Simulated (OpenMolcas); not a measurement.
# One shape, several levels: [AlF4]− (fluoroaluminate)

We compute a comparison of 6 runs (HF/6-311+G**, B3LYP/6-31G*, B3LYP/6-311+G**, PBE/6-311+G**, MP2/6-311+G**, CCSD(T)/6-311+G**) of [AlF4]− (fluoroaluminate). 

Program for the calculation: OpenMolcas 26.06.

1 further run of the same task is left out (set aside as unsound or not needed).

### 1 Starting point

[AlF4]−: 5 atoms, total charge -1, spin state singlet. SMILES: `[F][Al-]([F])([F])[F]`. The shape is that of a PBE0-D4/def2-TZVPD optimisation.

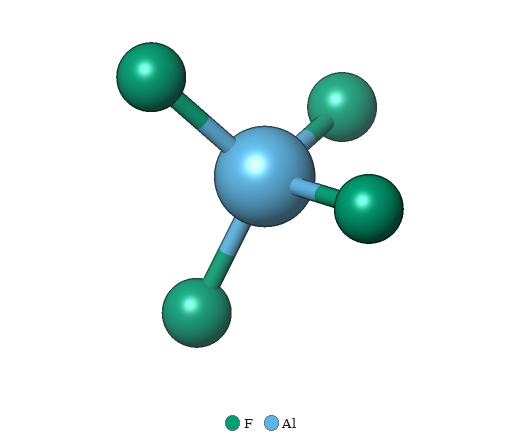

Viewed from a chosen angle; fluorine teal, aluminium blue.

### 2 Energy and forces at HF/6-311+G(d,p) (run 1)

Input file mol.inp:

```
&GATEWAY
BasLib=$CurrDir
Coord
5
angstrom
F       -0.101500      -0.294000       1.660000
Al       0.000000       0.000000       0.000000
F       -1.343000       0.895800      -0.496200
F        0.034500      -1.469900      -0.831000
F        1.409900       0.868100      -0.332800
Basis=6-311pGss
Group=NoSym
&SEWARD
&SCF
Charge=-1
Thresholds=1e-10 1e-07 1e-07 1e-05
PrOrbitals=1 2
&ALASKA
```

The basis set 6-311+G** is read from a file made from the Basis Set Exchange's data (not shown).

Command:

```sh
$ export MOLCAS_MEM=1860
$ pymolcas mol.inp > mol.log
```

Output:

```text
--- Start Module: gateway ---
[...]
--- Stop Module: gateway /rc=_RC_ALL_IS_WELL_ ---
[...]
      Basis functions          118
[...]
--- Start Module: scf ---
[...]
       Convergence after  14 Iterations
[...]
::    Total SCF energy                               -640.1915414020
[...]
      Total spin, S                                     0.0000000000
[...]
      Total electronic charge=   50.000000
      Total            charge=   -1.000000
[...]
      Dipole Moment (debye):
      Origin of the operator (angstrom)=   -0.0000    0.0000   -0.0000
                   X=  3.1081E-04               Y=  4.8710E-05               Z= -1.2489E-05           Total=  3.1485E-04
      Center of Charge (angstrom)
[...]
--- Stop Module: scf /rc=_RC_ALL_IS_WELL_ ---
[...]
--- Start Module: alaska ---
[...]
 *              Molecular gradients               *
 **************************************************
  Irreducible representation: a
 ------------------------------------------------------------------------------------------
                              X                       Y                       Z
 ------------------------------------------------------------------------------------------
  F1                1.13245611440549E-04    3.31889605838853E-04   -1.86705781343477E-03
  AL2               1.98941526033489E-05    1.29156014510057E-05   -3.30759345281743E-06
  F3                1.51361985034448E-03   -1.00919244221309E-03    5.59034052424856E-04
  F4               -4.02773773338083E-05    1.65126739230104E-03    9.32480182218143E-04
  F5               -1.60648223711135E-03   -9.86880157363146E-04    3.78851172176731E-04
 ------------------------------------------------------------------------------------------
--- Stop Module: alaska /rc=_RC_ALL_IS_WELL_ ---
[...]
```

Run time: 34 s. Hardware: 1 thread of AMD EPYC 7R43 (Zen 3), shared host; peak memory 0.73 GiB.

### 3 Energy and forces at B3LYP/6-31G(d) (spherical functions) (run 2)

Input file mol.inp:

```
* AlF4 Kohn-Sham DFT

&GATEWAY
  BasLib=$CurrDir
  Coord
  5
  angstrom
  F       -0.101500      -0.294000       1.660000
  Al       0.000000       0.000000       0.000000
  F       -1.343000       0.895800      -0.496200
  F        0.034500      -1.469900      -0.831000
  F        1.409900       0.868100      -0.332800
  Basis=6-31Gs
  Group=NoSym

&SEWARD
  GridInput
  Grid=UltraFine
  End of Grid

&SCF
  Charge=-1
  KSDFT=B3LYP
  Thresholds=1e-10 1e-07 1e-07 1e-05
  PrOrbitals=1 2

&ALASKA
```

The basis set 6-31G* is read from a file made from the Basis Set Exchange's data (not shown).

Command:

```sh
$ export MOLCAS_MEM=1860
$ pymolcas mol.inp > mol.log
```

Output:

```text
--- Start Module: gateway ---
[...]
--- Stop Module: gateway /rc=_RC_ALL_IS_WELL_ ---
[...]
      Basis functions           74
[...]
--- Start Module: scf ---
[...]
       Convergence after  14 Iterations
[...]
::    Total KS-DFT energy                            -642.1663923776
[...]
      Total spin, S                                     0.0000000000
[...]
      Total electronic charge=   50.000000
      Total            charge=   -1.000000
[...]
      Dipole Moment (debye):
      Origin of the operator (angstrom)=   -0.0000    0.0000   -0.0000
                   X=  2.3864E-04               Y=  4.1633E-05               Z= -1.1634E-05           Total=  2.4253E-04
      Center of Charge (angstrom)
[...]
--- Stop Module: scf /rc=_RC_ALL_IS_WELL_ ---
[...]
--- Start Module: alaska ---
[...]
 *              Molecular gradients               *
 **************************************************
  Irreducible representation: a
 ------------------------------------------------------------------------------------------
                              X                       Y                       Z
 ------------------------------------------------------------------------------------------
  F1                1.77740383397795E-04    5.16359948346423E-04   -2.90792433597886E-03
  AL2               1.77228377813613E-05    1.14277903095194E-05    3.08408561982205E-06
  F3                2.35349773245019E-03   -1.56865261824812E-03    8.68679499634872E-04
  F4               -6.18060481830662E-05    2.57068587324483E-03    1.45080735711289E-03
  F5               -2.48715490540619E-03   -1.52982099359811E-03    5.85353393657506E-04
 ------------------------------------------------------------------------------------------
--- Stop Module: alaska /rc=_RC_ALL_IS_WELL_ ---
[...]
```

It took 24 s on 1 thread of AMD EPYC 7R43 (Zen 3), shared host; peak memory 0.42 GiB.

Runs 3 to 5 aren't shown in full; the table further down has their settings and results.

### 4 A single-point energy at CCSD(T)/6-311+G(d,p) (Cholesky decomposition) (run 6)

Input file test.inp:

```
* AlF4 CCSD(T)
>>> EXPORT MOLCAS_PRINT=2

&gateway
 baslib=$CurrDir
 basisset
 F.6-311pGss....
 F1 -0.101500 -0.294000 1.660000 angstrom
 F3 -1.343000 0.895800 -0.496200 angstrom
 F4 0.034500 -1.469900 -0.831000 angstrom
 F5 1.409900 0.868100 -0.332800 angstrom
 End of Basis
 basisset
 Al.6-311pGss....
 Al2 0.000000 0.000000 0.000000 angstrom
 End of Basis

&seward
 high

&scf
 charge=-1
 thresholds=1e-10 1e-07 1e-07 1e-05
 prorbitals=1 1

&chcc
 frozen=9
 threshold=1e-08
 maxiterations=80

&cht3
 frozen=9
```

The basis set 6-311+G** is read from a file made from the Basis Set Exchange's data (not shown).

Command:

```sh
$ export MOLCAS_MEM=1860
$ pymolcas test.inp > test.log
```

Output:

```text
--- Start Module: gateway ---
[...]
--- Stop Module: gateway /rc=_RC_ALL_IS_WELL_ ---
[...]
      Basis functions          118
[...]
       Convergence after  14 Iterations
[...]
::    Total SCF energy                               -640.1915413401
[...]
      Total spin, S                                     0.0000000000
[...]
      Total electronic charge=   50.000000
      Total            charge=   -1.000000
[...]
      Dipole Moment (debye):
      Origin of the operator (angstrom)=   -0.0000    0.0000   -0.0000
                   X=  3.1083E-04               Y=  4.8711E-05               Z= -1.2488E-05           Total=  3.1487E-04
      Center of Charge (angstrom)
[...]
--- Start Module: chcc ---
[...]
--- Stop Module: chcc /rc=_RC_ALL_IS_WELL_ ---
[...]
--- Start Module: cht3 ---
[...]
--- Stop Module: cht3 /rc=_RC_ALL_IS_WELL_ ---
[...]
```

Wall time 13 min (1 thread of AMD EPYC 7R43 (Zen 3), shared host); peak memory 0.33 GiB.

### 5 All runs side by side

```csv
run,level,integration grid,task,energy (Eh),HOMO energy (eV),LUMO energy (eV),HOMO–LUMO gap (eV),wall time
1,HF/6-311+G**,–,gradient,-640.191541,-10.97,4.92,15.89,34 s
2,B3LYP/6-31G* (spherical functions),UltraFine,gradient,-642.166392,-4.02,5.96,9.98,24 s
3,B3LYP/6-311+G**,UltraFine,gradient,-642.370748,-5.22,3.79,9.01,54 s
4,PBE/6-311+G**,UltraFine,gradient,-641.825832,-3.45,3.51,6.97,62 s
5,MP2/6-311+G**,–,energy,-641.101840,-10.97,4.92,15.89,29 s
6,CCSD(T)/6-311+G** (Cholesky decomposition),–,energy,-641.117317,-10.97,4.92,15.89,13 min
```

### 6 Summary of results

```
                                                    quantity          value
                                         run 6: total energy  -641.11732 Eh
                  run 6: HOMO energy (Hartree–Fock orbitals)      -10.97 eV
                  run 6: LUMO energy (Hartree–Fock orbitals)        4.92 eV
run 6: HOMO–LUMO gap (to an unbound level, set by the basis)       15.89 eV
          run 6: correlation energy (9 core orbitals frozen)     -925.8 mEh
                                       run 6: (T) correction     -20.13 mEh
```

**Reading.** Below the HF energy at the same shape and in the same basis (6-311+G**): MP2 -910.3 mEh; CCSD(T) -925.8 mEh. Over runs 1, 2, 3, 4 the HOMO–LUMO gap runs from 6.97 eV (PBE/6-311+G**) to 15.89 eV (HF/6-311+G**). Exact exchange widens orbital gaps. The empty levels of an anion lie above zero and hang on the basis. Totals of different functionals can't be ranked against each other. All runs together took 17 min, the longest 13 min.
